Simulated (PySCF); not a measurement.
```tsv
atom	x (Å)	y (Å)	z (Å)
C	2.0070	-0.1900	-0.1193
C	0.5301	-0.0137	-0.0297
C	-0.3006	-1.1769	-0.0739
C	-1.6299	-0.9841	0.0083
F	-2.4977	-1.9937	-0.0238
O	-2.2325	0.1786	0.1271
C	-1.4864	1.3725	0.1787
O	-2.0975	2.3976	0.2877
C	-0.0602	1.2028	0.0916
H	2.3558	-0.8193	0.6980
H	2.5180	0.7669	-0.0749
H	2.2647	-0.6895	-1.0520
H	0.1125	-2.1647	-0.1696
H	0.5160	2.1129	0.1295
```

Geometry: GFN2-xTB.

Method: PBE0/pcSseg-1, SCF density, gas phase, non-relativistic (PySCF).

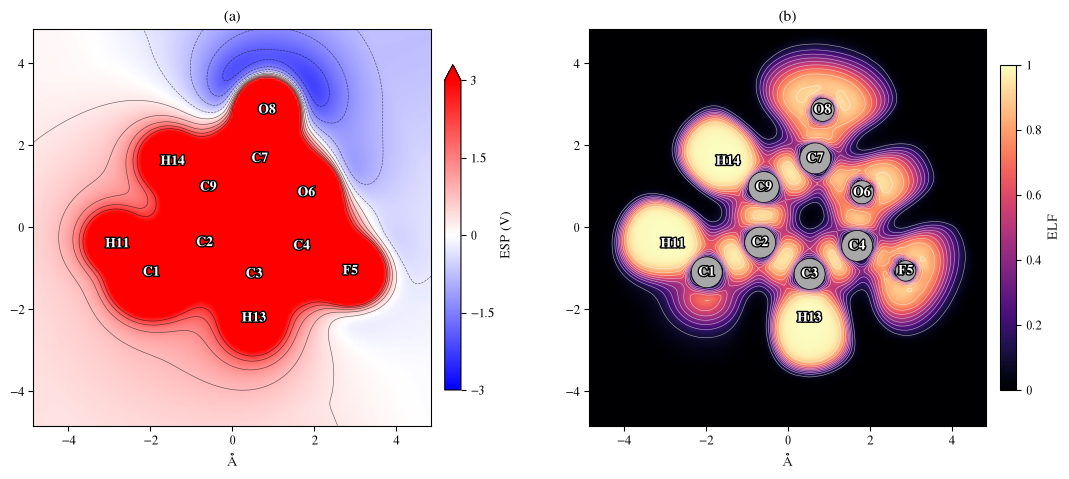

C6H5FO2 (SMILES Cc1cc(F)oc(=O)c1). (a) molecular electrostatic potential; (b) ELF on the plane of atoms F5, C4 and O6. Grey discs cover the atomic cores in the ELF map.

> Read the bonding off the picture.

The section cuts through C, F, O and H sites. C–O (1.20 Å): the ELF peaks at about 0.85 between the atoms: a multiple bond. C–F (1.33 Å): the ELF peaks at about 0.85 between the atoms; a shared but strongly polarised pair. C–C (1.35 Å): the ELF peaks at about 0.95 between the atoms, as expected for localised, covalent bonding. C–H (1.07 Å): the ELF climbs to about 1 towards the hydrogen, as it does in any bond to H: an ordinary covalent bond to hydrogen. C–O (1.31 Å): the ELF peaks at about 0.90 between the atoms, as expected for a polar covalent bond. The ELF also peaks beside F5, O6 and O8, away from the bonds: lone-pair regions. Outside the dense part of the molecule the potential is most negative (−2.2 V) near O8.
